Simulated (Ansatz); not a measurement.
# Calculations on C$_{2}$H$_{4}$BBr

### Relaxation

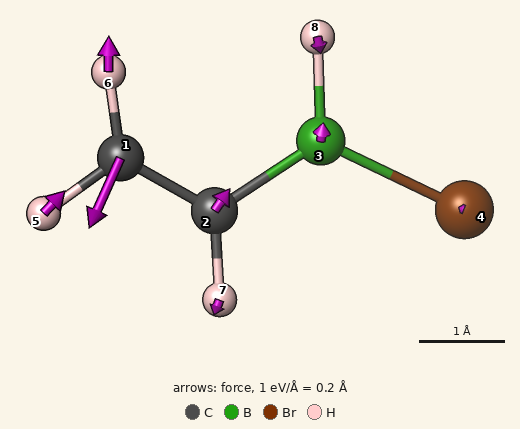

Starting geometry of C2H4BBr with the computed forces as purple arrows. Style: ball-and-stick. Shown at a tilt.

The run prepares an end point of a later path (torsion) calculation, from a guessed geometry.

Method: Ansatz, RHF/def2-SVP. Set-up: no spin polarisation; force threshold 0.015 eV/Å; at most 40 steps.

Question: What follows when this structure is relaxed?

Answer: It isn't relaxed: the largest force vector, on C1, is 4.65 eV/Å. The final displacements follow the starting forces only in part (cosine between the two patterns 0.69). After 5 geometry steps the energy has fallen by 5.21 kcal/mol. Largest force component: 3.7 eV/Å at the start, 0.015 eV/Å at the end. The largest move after the best rigid fit is that of C1, 0.059 Å. Largest moves by element: C 0.059 Å, B 0.047 Å, Br 0.039 Å, H 0.037 Å. Some distances before and after: C1–H5 1.146 → 1.084 Å, C1–H6 1.033 → 1.085 Å, B3–H8 1.240 → 1.194 Å, C2–H7 1.061 → 1.085 Å. Bond angles that change, for instance: C2–C1–H5 116.3° → 122.2°, C2–C1–H6 127.4° → 121.7°, C1–C2–H7 122.3° → 118.7°.

### Relaxation

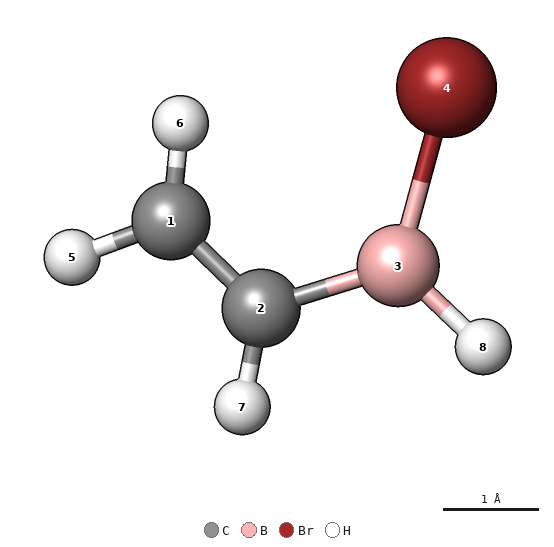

Starting structure of C$_{2}$H$_{4}$BBr. A ball-and-stick model, seen at a tilt.

The run prepares an end point of a later path (torsion) calculation, from a guessed geometry.

Theory: RHF/def2-SVP (Ansatz).

Input file:
```yaml
crystal:
  periodic: [false, false, false]
  atoms:
    - { symbol: C, position_ang: [0.2842, 1.0094, -0.7882] }
    - { symbol: C, position_ang: [-0.4358, 0.2725, 0.0525] }
    - { symbol: B, position_ang: [0.1363, -1.0752, 0.5551] }
    - { symbol: Br, position_ang: [1.8469, -1.78316, -0.05075] }
    - { symbol: H, position_ang: [-0.2032, 1.9784, -1.1581] }
    - { symbol: H, position_ang: [1.2202, 0.7937, -1.1684] }
    - { symbol: H, position_ang: [-1.3872, 0.5821, 0.4053] }
    - { symbol: H, position_ang: [-0.55437, -1.78555, 1.30126] }
basis:
  gaussian: { orbitals: def2-SVP }
hamiltonian:
  xc: hf
relax:
  f_tol: 0.015
  max_steps: 40
```

Run as
```bash
ansatz run input.yaml --threads 1 --pin off --max-ram 2048MiB --backend cpu --events-out ev --progress --plain --runs-dir out
```

Q: What does the optimiser find from here?

A: The energy falls by 24.2 kJ/mol in 6 geometry steps. Largest force component: 3.9 eV/Å at the start, 0.0091 eV/Å at the end. The largest moves after the best rigid fit, 0.074 Å, are those of C1 and Br4. By element the largest moves are Br 0.074 Å, C 0.074 Å, H 0.049 Å, B 0.038 Å. Among the contacts that change: C1–H5 1.146 → 1.084 Å, C1–H6 1.033 → 1.083 Å, B3–H8 1.240 → 1.193 Å, C2–H7 1.061 → 1.086 Å. Bond angles that change, for instance: C1–C2–B3 119.2° → 124.9°, C2–C1–H5 116.3° → 121.9°, C2–C1–H6 127.4° → 121.8°.

The structure at the end:

```xyz
8

C     0.2358    1.0622   -0.8060
C    -0.4130    0.2595    0.0370
B     0.1164   -1.1074    0.5488
Br    1.8333   -1.8247    0.0093
H    -0.1821    2.0075   -1.1336
H     1.2101    0.8044   -1.2033
H    -1.3873    0.5815    0.3938
H    -0.5061   -1.7907    1.3029
```

After the run, drawn alike:

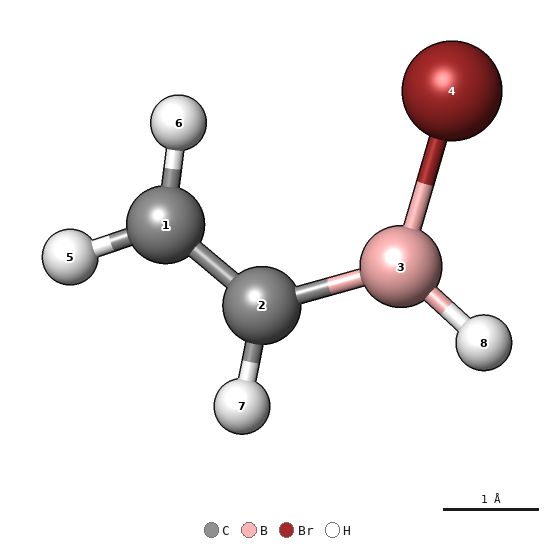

### Path

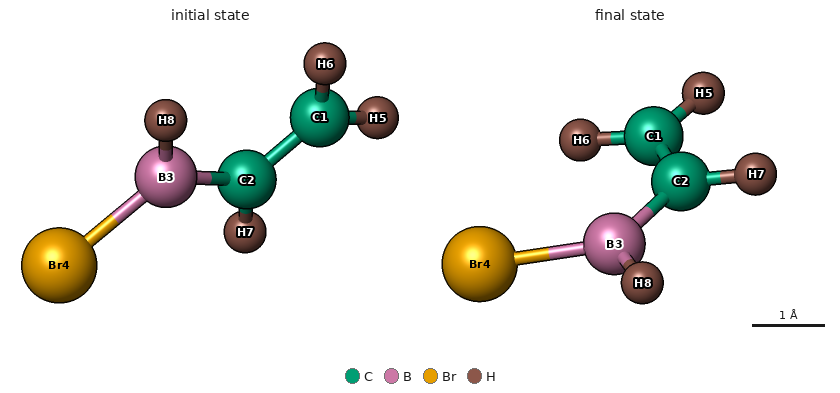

The two relaxed end points of a path for C₂H₄BBr. A ball-and-stick model, seen from a free direction.

All numbers below come from Ansatz 0.2.0, RHF/def2-SVP.

Input
```yaml
crystal:
  periodic: [false, false, false]
  atoms:
    - { symbol: C, position_ang: [0.234775, 1.041215, -0.791225] }
    - { symbol: C, position_ang: [-0.435108, 0.265687, 0.062561] }
    - { symbol: B, position_ang: [0.180015, -1.062434, 0.565716] }
    - { symbol: Br, position_ang: [-0.773457, -2.185219, 1.81558] }
    - { symbol: H, position_ang: [-0.169417, 1.976984, -1.161291] }
    - { symbol: H, position_ang: [1.218517, 0.769042, -1.157813] }
    - { symbol: H, position_ang: [-1.416827, 0.584743, 0.397443] }
    - { symbol: H, position_ang: [1.253702, -1.447018, 0.213328] }
basis:
  gaussian: { orbitals: def2-SVP }
hamiltonian:
  xc: hf
neb:
  order_check: false
  images: 7
  f_tol: 0.03
  max_iterations: 60
  initial_path: idpp
  final_atoms:
    - { symbol: C, position_ang: [0.32366822, 0.96332016, -0.77867599] }
    - { symbol: C, position_ang: [-0.49515305, 0.31759475, 0.05105725] }
    - { symbol: B, position_ang: [-0.17670333, -1.03741703, 0.73909917] }
    - { symbol: Br, position_ang: [1.49798852, -1.97259517, 0.46708406] }
    - { symbol: H, position_ang: [0.04945266, 1.90820748, -1.2343973] }
    - { symbol: H, position_ang: [1.30006028, 0.57128458, -1.03628824] }
    - { symbol: H, position_ang: [-1.46022659, 0.7691057, 0.26302813] }
    - { symbol: H, position_ang: [-0.94688671, -1.57650048, 1.47339193] }
```

Command:
```bash
ansatz run input.yaml --threads 1 --pin off --max-ram 2048MiB --backend cpu --events-out ev --progress --plain --runs-dir out
```

Question: What barrier does the band find between them, and by what path?

Answer: The energy climbs by 30.3 kJ/mol to image 4 and then falls by 25.4 kJ/mol, so the end point sits at +4.9 kJ/mol. The motion is a rotation about the C2–B3 bond by about 180°. No bond forms or breaks between the ends. Bond angles that change up to the highest image, for instance: C1–C2–B3 120.5° → 126.0°, B3–C2–H7 120.8° → 115.8°. The band converged in 7 iterations, with a climbing image at the top. At the top, the vibrational analysis gives one imaginary mode (176i cm⁻¹), as a transition state must have.

Energies of the converged images:

| image | path (Å) | E (kJ/mol) |
| --- | --- | --- |
| 0 | 0.00 | 0.0 |
| 1 | 0.58 | 3.6 |
| 2 | 1.16 | 13.7 |
| 3 | 1.73 | 25.3 |
| 4 | 2.31 | 30.3 |
| 5 | 2.88 | 26.0 |
| 6 | 3.44 | 16.2 |
| 7 | 4.00 | 7.8 |
| 8 | 4.57 | 4.9 |

The geometry at the top of the path:

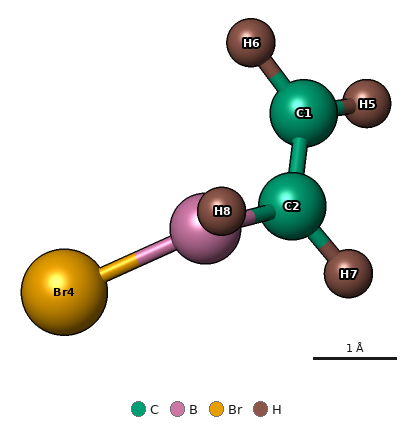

Cost: 100 s on 1 thread of Arm Neoverse V1 (shared host), peak memory 0.28 GiB.
